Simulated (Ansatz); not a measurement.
**CH7BGe (SMILES C[BH][GeH3]): wB97M-V/def2-SVP**

Aim: the vertical ionisation energy of CH7BGe at wB97M-V/def2-SVP, from 2 runs. 

The results are computed with Ansatz 0.2.0.

69 further runs of the same task are left out: 69 set aside as unsound or not needed.

### Step 1. The system as given

The species is CH7BGe (10 atoms), meant as a singlet with charge 0. As SMILES, `C[BH][GeH3]`. The coordinates come from a PBE0-D4/def2-TZVP relaxation.

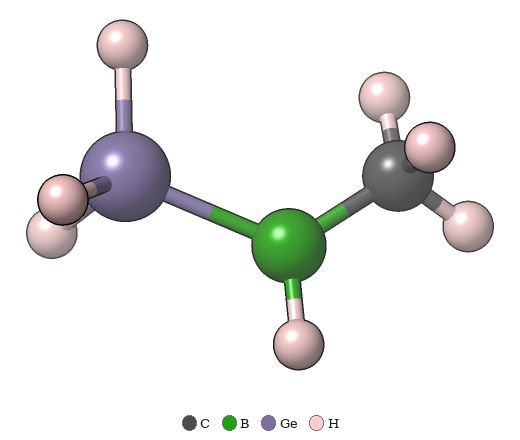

The structure, seen from a chosen angle (carbon dark grey, boron green, germanium purple, hydrogen pink).

### Step 2. The energy at wB97M-V/def2-SVP

in.yaml reads:

```yaml
crystal:
  periodic: [false, false, false]
  atoms:
    - symbol: C
      position_ang: [-1.211300, 0.848000, -0.579700]
    - symbol: B
      position_ang: [-0.013900, -0.123000, -0.719700]
    - symbol: Ge
      position_ang: [1.111300, -0.784600, 0.881600]
    - symbol: H
      position_ang: [-1.972600, 0.748500, -1.357000]
    - symbol: H
      position_ang: [-0.747300, 1.837300, -0.749600]
    - symbol: H
      position_ang: [-1.677100, 0.898700, 0.405800]
    - symbol: H
      position_ang: [0.326000, -0.481700, -1.813000]
    - symbol: H
      position_ang: [0.918400, -2.307400, 1.048300]
    - symbol: H
      position_ang: [0.729200, -0.128900, 2.224000]
    - symbol: H
      position_ang: [2.620500, -0.558300, 0.662100]
basis:
  gaussian:
    orbitals: def2-SVP
accuracy: high
output:
  orbitals: {seedname: orbitals}
hamiltonian:
  xc: {name: wB97M-V}
```

Run with:

```
$ ansatz run in.yaml --threads 1 --pin off --max-ram 3480MiB --events-out events.jsonl --progress --plain --runs-dir runs
```

Output:

```text
Warning: RAYON_NUM_THREADS=1 ignored (pool sized by the plan → 1); use --threads N
Functional definition: wB97M-V
  name "wB97M-V"
  parameter omega = 0.3/bohr
  parameter cx = 0.15
  parameter cx01 = 1.007
  parameter cx10 = 0.259
  parameter css00 = 0.443
  parameter css04 = -1.437
  parameter css10 = -4.535
  parameter css20 = -3.390
  parameter css43 = 4.278
  parameter cos00 = 1.000
  parameter cos10 = 1.358
  parameter cos20 = 2.924
  parameter cos21 = -8.812
  parameter cos60 = -1.390
  parameter cos61 = 9.142
  parameter b = 6.0
  parameter c = 0.01
  gx(w, u) = 1 - cx + cx01*u + cx10*w
  gss(w, u) = css00 + css04*u^4 + css10*w + css20*w^2 + css43*w^4*u^3
  gos(w, u) = cos00 + cos10*w + (cos20 + cos21*u)*w^2 + (cos60 + cos61*u)*w^6
  exchange = spin_sum(e_x_unif_sr(omega)*gx(b97_w, b97_u_x)) + cx*exact_x_sr(omega) + exact_x_lr(omega)
  correlation = spin_sum(e_c_pw_mod_same_spin*gss(b97_w, b97_u_same))
      + integral(e_c_pw_mod_opposite_spin*gos(b97_w_opposite, b97_u_opposite)) + vv10(b, c)
2179 factors; integrals over basis functions are off by at most 1.0e-8 eV
397 factors; integrals over basis functions are off by at most 2.3e-9 eV
mean field evaluation 1: about -58329.3587 eV, gradient 3.1e1 eV
mean field evaluation 2: about -58330.4735 eV, gradient 2.3e1 eV
mean field evaluation 4: about -58331.5903 eV, gradient 1.1e0 eV
mean field evaluation 8: about -58331.6746 eV, gradient 9.5e-3 eV
mean field evaluation 16: about -58331.6746 eV, gradient 3.7e-5 eV
mean field -58331.67460629 eV, -2143.6495031520 hartree, gradient 9.7e-9 eV, S^2 0.000000; 0 other end points of the search recorded, 0 dependent functions left out
reference -58331.67461109 eV, -2143.6495033285 hartree; 25, 25 occupied and 70, 70 virtual orbitals, 2179 factors
Total energy: -58331.67461109 eV, -2143.6495033285 hartree
```

It took 74 s on 1 thread of Arm Neoverse V2, shared host; peak memory 0.62 GiB.

### Step 3. The doublet cation at the same level

input.yaml reads:

```yaml
basis:
  gaussian:
    orbitals: def2-SVP
crystal:
  periodic: [false, false, false]
  atoms:
    - {symbol: C, position_ang: [-1.211300, 0.848000, -0.579700]}
    - {symbol: B, position_ang: [-0.013900, -0.123000, -0.719700]}
    - {symbol: Ge, position_ang: [1.111300, -0.784600, 0.881600]}
    - {symbol: H, position_ang: [-1.972600, 0.748500, -1.357000]}
    - {symbol: H, position_ang: [-0.747300, 1.837300, -0.749600]}
    - {symbol: H, position_ang: [-1.677100, 0.898700, 0.405800]}
    - {symbol: H, position_ang: [0.326000, -0.481700, -1.813000]}
    - {symbol: H, position_ang: [0.918400, -2.307400, 1.048300]}
    - {symbol: H, position_ang: [0.729200, -0.128900, 2.224000]}
    - {symbol: H, position_ang: [2.620500, -0.558300, 0.662100]}
total_charge: 1
magnetization:
  spin_polarized: true
  initial_magnetization: 1
hamiltonian:
  xc: {name: wB97M-V}
accuracy: high
output: {orbitals: {seedname: orbitals}}
```

Run with:

```
$ ansatz run input.yaml --threads 1 --pin off --max-ram 3480MiB --events-out events.jsonl --progress --plain --runs-dir runs
```

Output, shortened:

```text
Warning: RAYON_NUM_THREADS=1 ignored (pool sized by the plan → 1); use --threads N
[... 2 set-up lines as earlier in the session ...]
[...]
  gx(w, u) = 1 - cx + cx01*u + cx10*w
  gss(w, u) = css00 + css04*u^4 + css10*w + css20*w^2 + css43*w^4*u^3
  gos(w, u) = cos00 + cos10*w + (cos20 + cos21*u)*w^2 + (cos60 + cos61*u)*w^6
[...]
      + integral(e_c_pw_mod_opposite_spin*gos(b97_w_opposite, b97_u_opposite)) + vv10(b, c)
2179 factors; integrals over basis functions are off by at most 1.0e-8 eV
396 factors; integrals over basis functions are off by at most 2.7e-9 eV
[...]
mean field -58321.57786999 eV, -2143.2784549369 hartree, gradient 6.7e-8 eV, S^2 0.751808; 4 other end points of the search recorded, 0 dependent functions left out
reference -58321.57787469 eV, -2143.2784551095 hartree; 25, 24 occupied and 70, 71 virtual orbitals, 2179 factors
Total energy: -58321.57787469 eV, -2143.2784551095 hartree
```

It took 3 min on 1 thread of Arm Neoverse V2, shared host; peak memory 1.1 GiB.

### Step 4. What came out

Level: wB97M-V/def2-SVP.

| quantity | value |
| --- | --- |
| singlet CH7BGe: total energy | -2143.64950 Eh |
| singlet CH7BGe: HOMO energy | -9.94 eV |
| singlet CH7BGe: LUMO energy | 0.34 eV |
| singlet CH7BGe: HOMO–LUMO gap | 10.28 eV |
| doublet cation: total energy | -2143.27846 Eh |
| doublet cation: HOMO energy (highest over α and β) | -17.04 eV |
| doublet cation: LUMO energy (lowest over α and β) | -10.25 eV |
| doublet cation: ⟨S²⟩ | 0.752 |
| vertical ionisation energy (to the doublet cation) | 10.097 eV |

Removing an electron at fixed nuclei costs 10.10 eV (233 kcal/mol). −ε(HOMO) before ionisation, 9.94 eV, is 0.16 eV below this ionisation energy.
